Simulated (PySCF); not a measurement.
# C2H6AsNSi (SMILES N#CC[AsH][SiH3]) at 6 levels

We compute a comparison of 6 runs (HF/STO-3G, B3LYP/STO-3G, B3LYP/6-31G*, PBE0/def2-SVP, PBE0/6-311G**, PBE0/aug-cc-pVDZ) of C2H6AsNSi. The job is set up through a Python script.

The calculation is run with PySCF 2.14.0.

## 1. The molecule

The species is C2H6AsNSi (11 atoms), meant as a singlet with charge 0. SMILES: `N#CC[AsH][SiH3]`. The shape comes from GFN2-xTB, which is rough for such elements, and wasn't checked as a minimum. This is one conformer, not always the lowest.

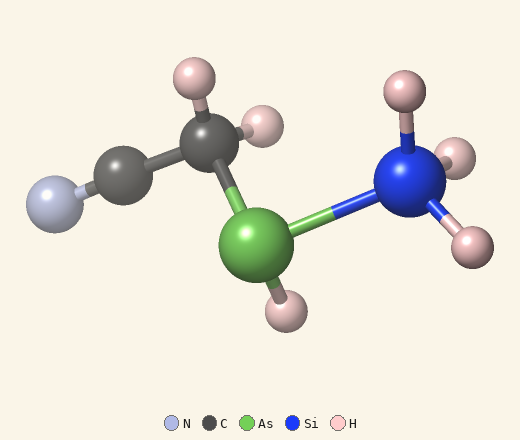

Viewed from a chosen angle; nitrogen light blue, carbon dark grey, arsenic green, silicon blue, hydrogen pink.

## 2. Energy and forces at HF/STO-3G (run 1)

Contents of job.py:

```python
import pyscf.grad
from pyscf import gto

molecule = gto.Mole()
molecule.atom = '''
N      0.582640    -4.569811     5.029223
C      0.834938    -2.884743     3.696059
C      1.092356    -0.829155     1.961725
As    -0.316831    -1.899685    -1.405975
Si    -0.579957     2.206728    -3.019291
H      3.097885    -0.380118     1.723733
H      0.106448     0.830648     2.699512
H     -3.018894    -1.860416    -0.511681
H     -1.838949     3.987114    -1.295823
H      1.985668     3.180976    -3.451906
H     -1.945303     2.218463    -5.425593
'''
molecule.unit = 'bohr'
molecule.basis = 'sto-3g'
molecule.verbose = 4
molecule.spin = 0
molecule.max_memory = 1860
molecule.build()

hf = molecule.RHF()
hf.conv_tol = 1e-10
hf.kernel()
if not hf.converged:
    hf = hf.newton().run(hf.mo_coeff, hf.mo_occ)

e_final = hf.e_tot
print('E = %.10f Eh' % e_final)
grad = hf.Gradients().kernel()
hf.analyze()
```

Run with:

```sh
OMP_NUM_THREADS=1 python job.py
```

The log of the run:

```text
PySCF version 2.14.0

[... 86 lines left out ...]
Two-electron Energy =                 1433.916597418032779
[... 6 lines left out ...]
MO #3   energy= -54.4641131498546  occ= 2
[... 4 lines left out ...]
MO #8   energy= -11.0815076006674  occ= 2
[... 4 lines left out ...]
MO #13  energy= -5.26818987071411  occ= 2
[... 4 lines left out ...]
MO #18  energy= -1.1683641545025   occ= 2
[... 4 lines left out ...]
MO #23  energy= -1.13747941592553  occ= 2
[... 4 lines left out ...]
MO #28  energy= -0.597747719394308 occ= 2
[... 4 lines left out ...]
MO #33  energy= -0.404555712327272 occ= 2
[... 4 lines left out ...]
MO #38  energy= 0.331971240734484  occ= 0
[... 4 lines left out ...]
MO #43  energy= 0.545906893463047  occ= 0
[... 4 lines left out ...]
MO #48  energy= 1.38234532859311   occ= 0
[... 23 lines left out ...]
pop of  3 As 2pz          2.00000
pop of  3 As 3px          1.99908
pop of  3 As 3py          1.99925
pop of  3 As 3pz          1.99912
pop of  3 As 4px          0.92859
pop of  3 As 4py          1.25881
pop of  3 As 4pz          0.95547
pop of  3 As 3dxy         1.99978
pop of  3 As 3dyz         1.99864
pop of  3 As 3dz^2        1.99774
pop of  3 As 3dxz         1.99750
pop of  3 As 3dx2-y2      1.99558
pop of  4 Si 1s           2.00000
pop of  4 Si 2s           1.99979
pop of  4 Si 3s           1.14407
pop of  4 Si 2px          1.99892
pop of  4 Si 2py          1.99889
pop of  4 Si 2pz          1.99893
pop of  4 Si 3px          0.80055
pop of  4 Si 3py          0.79291
pop of  4 Si 3pz          0.80111
pop of  5 H 1s            0.94171
pop of  6 H 1s            0.94656
pop of  7 H 1s            1.09319
pop of  8 H 1s            1.13414
pop of  9 H 1s            1.13508
pop of  10 H 1s           1.12979
 ** Mulliken atomic charges  **
charge of    0N =     -0.14900
charge of    1C =      0.01851
charge of    2C =     -0.16494
charge of    3As =      0.21106
charge of    4Si =      0.46484
charge of    5H =      0.05829
charge of    6H =      0.05344
charge of    7H =     -0.09319
charge of    8H =     -0.13414
charge of    9H =     -0.13508
charge of   10H =     -0.12979
Dipole moment(X, Y, Z, Debye): -0.31001,  3.17590, -2.06701
```

Wall time 9.6 s (1 thread of Intel Xeon at 2.50GHz (Skylake/Cascade Lake), shared host); peak memory 0.12 GiB.

## 3. Energy and forces at B3LYP/STO-3G (run 2)

Contents of job.py:

```python
import pyscf.grad
from pyscf import gto, dft

molecule = gto.M(
    atom=[
    ('N', (0.308320, -2.418240, 2.661350)),
    ('C', (0.441830, -1.526540, 1.955870)),
    ('C', (0.578050, -0.438770, 1.038100)),
    ('As', (-0.167660, -1.005270, -0.744010)),
    ('Si', (-0.306900, 1.167750, -1.597740)),
    ('H', (1.639330, -0.201150, 0.912160)),
    ('H', (0.056330, 0.439560, 1.428520)),
    ('H', (-1.597530, -0.984490, -0.270770)),
    ('H', (-0.973130, 2.109890, -0.685720)),
    ('H', (1.050770, 1.683300, -1.826670)),
    ('H', (-1.029410, 1.173960, -2.871100)),
],
    basis='sto-3g',
    verbose=4,
    spin=0,
    max_memory=1860,
    charge=0,
)

myscf = dft.RKS(molecule, xc='b3lyp')
myscf.grids.level = 5
myscf.conv_tol = 1e-10
myscf.kernel()
if not myscf.converged:
    myscf = myscf.newton().run(myscf.mo_coeff, myscf.mo_occ)

energy = myscf.e_tot
print('Final energy', energy)
grad = myscf.Gradients().kernel()
myscf.analyze()
```

Run with:

```sh
OMP_NUM_THREADS=1 python job.py
```

The log of the run:

```text
PySCF version 2.14.0

[... 79 lines left out ...]
converged SCF energy = -2629.61195596281
[... 17 lines left out ...]
Two-electron Energy =                 1430.700821702164376
[... 6 lines left out ...]
MO #3   energy= -51.8686742306505  occ= 2
[... 4 lines left out ...]
MO #8   energy= -10.0541486941691  occ= 2
[... 4 lines left out ...]
MO #13  energy= -4.39775525251515  occ= 2
[... 4 lines left out ...]
MO #18  energy= -0.87697370721477  occ= 2
[... 4 lines left out ...]
MO #23  energy= -0.595157834748968 occ= 2
[... 4 lines left out ...]
MO #28  energy= -0.438866647269299 occ= 2
[... 4 lines left out ...]
MO #33  energy= -0.27589766116251  occ= 2
[... 4 lines left out ...]
MO #38  energy= 0.151037159170179  occ= 0
[... 4 lines left out ...]
MO #43  energy= 0.333471997842502  occ= 0
[... 4 lines left out ...]
MO #48  energy= 1.02703976495563   occ= 0
[... 23 lines left out ...]
pop of  3 As 2pz          1.99999
pop of  3 As 3px          1.99801
pop of  3 As 3py          1.99832
pop of  3 As 3pz          1.99806
pop of  3 As 4px          0.94827
pop of  3 As 4py          1.22130
pop of  3 As 4pz          0.94918
pop of  3 As 3dxy         1.99945
pop of  3 As 3dyz         1.99680
pop of  3 As 3dz^2        1.99482
pop of  3 As 3dxz         1.99439
pop of  3 As 3dx2-y2      1.99016
pop of  4 Si 1s           1.99999
pop of  4 Si 2s           1.99929
pop of  4 Si 3s           1.18469
pop of  4 Si 2px          1.99798
pop of  4 Si 2py          1.99793
pop of  4 Si 2pz          1.99799
pop of  4 Si 3px          0.81582
pop of  4 Si 3py          0.79743
pop of  4 Si 3pz          0.81638
pop of  5 H 1s            0.92670
pop of  6 H 1s            0.93170
pop of  7 H 1s            1.07571
pop of  8 H 1s            1.11520
pop of  9 H 1s            1.11456
pop of  10 H 1s           1.10957
 ** Mulliken atomic charges  **
charge of    0N =     -0.13925
charge of    1C =      0.00620
charge of    2C =     -0.18617
charge of    3As =      0.20016
charge of    4Si =      0.39251
charge of    5H =      0.07330
charge of    6H =      0.06830
charge of    7H =     -0.07571
charge of    8H =     -0.11520
charge of    9H =     -0.11456
charge of   10H =     -0.10957
Dipole moment(X, Y, Z, Debye): -0.31876,  3.07824, -2.03145
```

Run time: 40 s. Hardware: 1 thread of Intel Xeon at 2.50GHz (Skylake/Cascade Lake), shared host; peak memory 0.51 GiB.

## 4. Energy and forces at B3LYP/6-31G(d) (Cartesian functions) (run 3)

Contents of job.py:

```python
# N#CC[AsH][SiH3]
from pyscf import gto, dft

system = gto.Mole()
system.atom = [
    ('N', (0.308320, -2.418240, 2.661350)),
    ('C', (0.441830, -1.526540, 1.955870)),
    ('C', (0.578050, -0.438770, 1.038100)),
    ('As', (-0.167660, -1.005270, -0.744010)),
    ('Si', (-0.306900, 1.167750, -1.597740)),
    ('H', (1.639330, -0.201150, 0.912160)),
    ('H', (0.056330, 0.439560, 1.428520)),
    ('H', (-1.597530, -0.984490, -0.270770)),
    ('H', (-0.973130, 2.109890, -0.685720)),
    ('H', (1.050770, 1.683300, -1.826670)),
    ('H', (-1.029410, 1.173960, -2.871100)),
]
system.charge = 0
system.cart = True
system.basis = '6-31g*'
system.max_memory = 1860
system.verbose = 4
system.build()

ks = dft.RKS(system, xc='b3lyp')
ks.grids.level = 5
ks.conv_tol = 1e-10
ks.kernel()
if not ks.converged:
    ks = ks.newton().run(ks.mo_coeff, ks.mo_occ)

e_final = ks.e_tot
print('E = %.10f Eh' % e_final)
grad = ks.nuc_grad_method().kernel()
dip = ks.dip_moment()
pop, q = ks.mulliken_pop()
```

Run with:

```sh
OMP_NUM_THREADS=1 python job.py
```

The log of the run:

```text
PySCF version 2.14.0

[... 82 lines left out ...]
converged SCF energy = -2659.67634851747
[... 13 lines left out ...]
Dipole moment(X, Y, Z, Debye):  0.05665,  3.19253, -2.13935
[... 84 lines left out ...]
pop of  4 Si 4s           0.29220
pop of  4 Si 2px          1.98815
pop of  4 Si 2py          1.98716
pop of  4 Si 2pz          1.98793
pop of  4 Si 3px          0.66814
pop of  4 Si 3py          0.63459
pop of  4 Si 3pz          0.66786
pop of  4 Si 4px          0.15274
pop of  4 Si 4py          0.11780
pop of  4 Si 4pz          0.15016
pop of  4 Si 3dxx         0.01977
pop of  4 Si 3dxy         0.02362
pop of  4 Si 3dxz         0.03110
pop of  4 Si 3dyy         0.00186
pop of  4 Si 3dyz         0.02545
pop of  4 Si 3dzz         0.01527
pop of  5  H 1s           0.51643
pop of  5  H 2s           0.27204
pop of  6  H 1s           0.51710
pop of  6  H 2s           0.26759
pop of  7  H 1s           0.48730
pop of  7  H 2s           0.46409
pop of  8  H 1s           0.51349
pop of  8  H 2s           0.53721
pop of  9  H 1s           0.51361
pop of  9  H 2s           0.53499
pop of  10  H 1s          0.51358
pop of  10  H 2s          0.53078
 ** Mulliken atomic charges  **
charge of    0N =     -0.45914
charge of    1C =      0.36050
charge of    2C =     -0.47944
charge of    3As =      0.04719
charge of    4Si =      0.19910
charge of    5H =      0.21153
charge of    6H =      0.21531
charge of    7H =      0.04861
charge of    8H =     -0.05070
charge of    9H =     -0.04861
charge of   10H =     -0.04436
```

Wall time 2.1 min (1 thread of Intel Xeon at 2.50GHz (Skylake/Cascade Lake), shared host); peak memory 1.1 GiB.

Runs 4 to 5 aren't shown in full; the table further down has their settings and results.

## 5. Energy and forces at PBE0/aug-cc-pVDZ (run 6)

Contents of job.py:

```python
# N#CC[AsH][SiH3]
from pyscf import gto, dft

system = gto.Mole()
system.atom = '''
N        0.308320      -2.418240       2.661350
C        0.441830      -1.526540       1.955870
C        0.578050      -0.438770       1.038100
As      -0.167660      -1.005270      -0.744010
Si      -0.306900       1.167750      -1.597740
H        1.639330      -0.201150       0.912160
H        0.056330       0.439560       1.428520
H       -1.597530      -0.984490      -0.270770
H       -0.973130       2.109890      -0.685720
H        1.050770       1.683300      -1.826670
H       -1.029410       1.173960      -2.871100
'''
system.basis = 'aug-cc-pvdz'
system.charge = 0
system.max_memory = 1860
system.verbose = 4
system.build()

myscf = dft.RKS(system)
myscf.xc = 'pbe0'
myscf.grids.level = 5
myscf.conv_tol = 1e-10
myscf.kernel()
if not myscf.converged:
    myscf = myscf.newton().run(myscf.mo_coeff, myscf.mo_occ)

etot = myscf.e_tot
print(f'total energy: {etot:.8f} hartree')
grad = myscf.nuc_grad_method().kernel()
myscf.analyze()
```

Run with:

```sh
OMP_NUM_THREADS=1 python job.py
```

The log of the run:

```text
PySCF version 2.14.0

[... 97 lines left out ...]
Two-electron Coulomb Energy =         1543.632937301696074
[... 18 lines left out ...]
MO #16  energy= -3.68802699176355  occ= 2
[... 16 lines left out ...]
MO #33  energy= -0.357028165778188 occ= 2
[... 16 lines left out ...]
MO #50  energy= 0.0640684715308586 occ= 0
[... 16 lines left out ...]
MO #67  energy= 0.177792223950205  occ= 0
[... 16 lines left out ...]
MO #84  energy= 0.340438874949325  occ= 0
[... 16 lines left out ...]
MO #101 energy= 0.491514401370885  occ= 0
[... 16 lines left out ...]
MO #118 energy= 0.705028234564333  occ= 0
[... 16 lines left out ...]
MO #135 energy= 0.975323630606653  occ= 0
[... 16 lines left out ...]
MO #152 energy= 1.5038432248244    occ= 0
[... 16 lines left out ...]
MO #169 energy= 1.97036166899313   occ= 0
[... 16 lines left out ...]
MO #186 energy= 3.30860535368989   occ= 0
[... 161 lines left out ...]
pop of  8 H 1s            1.06931
pop of  8 H 2s            0.00381
pop of  8 H 3s            0.00054
pop of  8 H 2px           0.00080
pop of  8 H 2py           0.00147
pop of  8 H 2pz           0.00109
pop of  8 H 3px           0.00056
pop of  8 H 3py           0.00065
pop of  8 H 3pz           0.00072
pop of  9 H 1s            1.06348
pop of  9 H 2s            0.00355
pop of  9 H 3s            0.00056
pop of  9 H 2px           0.00233
pop of  9 H 2py           0.00062
pop of  9 H 2pz           0.00034
pop of  9 H 3px           0.00069
pop of  9 H 3py           0.00061
pop of  9 H 3pz           0.00063
pop of  10 H 1s           1.05418
pop of  10 H 2s           0.00410
pop of  10 H 3s           0.00046
pop of  10 H 2px          0.00086
pop of  10 H 2py          0.00025
pop of  10 H 2pz          0.00221
pop of  10 H 3px          0.00062
pop of  10 H 3py          0.00078
pop of  10 H 3pz          0.00054
 ** Mulliken atomic charges  **
charge of    0N =     -0.23969
charge of    1C =      0.11394
charge of    2C =     -0.36737
charge of    3As =      0.12731
charge of    4Si =      0.27428
charge of    5H =      0.15377
charge of    6H =      0.14880
charge of    7H =      0.00470
charge of    8H =     -0.07896
charge of    9H =     -0.07280
charge of   10H =     -0.06400
Dipole moment(X, Y, Z, Debye):  0.08299,  3.30545, -2.43415
```

It took 5.8 min on 1 thread of Intel Xeon at 2.50GHz (Skylake/Cascade Lake), shared host; peak memory 2.7 GiB.

## 6. The series

```csv
run,level,integration grid,Cartesian functions,energy (Eh),dipole moment (D),HOMO energy (eV),LUMO energy (eV),wall time
1,HF/STO-3G,–,no,-2626.936109,3.80,-7.66,8.49,9.6 s
2,B3LYP/STO-3G,5,no,-2629.611956,3.70,-4.97,3.37,40 s
3,B3LYP/6-31G* (Cartesian functions),5,yes,-2659.676349,3.84,-7.47,-0.64,2.1 min
4,PBE0/def2-SVP,5,no,-2658.894381,3.83,-7.78,-0.51,2.4 min
5,PBE0/6-311G**,5,no,-2659.363648,3.95,-7.81,-0.65,3.2 min
6,PBE0/aug-cc-pVDZ,5,no,-2659.348385,4.11,-7.82,-0.86,5.8 min
```

## 7. Outcome

| quantity | value |
| --- | --- |
| run 6: total energy | -2659.34839 Eh |
| run 6: dipole moment | 4.11 D |
| run 6: HOMO energy | -7.82 eV |
| run 6: LUMO energy | -0.86 eV |
| run 6: HOMO–LUMO gap | 6.96 eV |
| run 6: largest force on an atom | 2.099 eV/Å |

**Reading.** The dipole moment (its size) runs from 3.70 D (B3LYP/STO-3G) to 4.11 D (PBE0/aug-cc-pVDZ). The two ends differ in method and basis. The HOMO–LUMO gap runs from 6.83 eV (B3LYP/6-31G*) to 16.15 eV (HF/STO-3G). Totals of different functionals can't be ranked against each other. In runs 1, 2 the basis is minimal, so the values are rough. All runs together took 14 min, the longest 5.8 min.
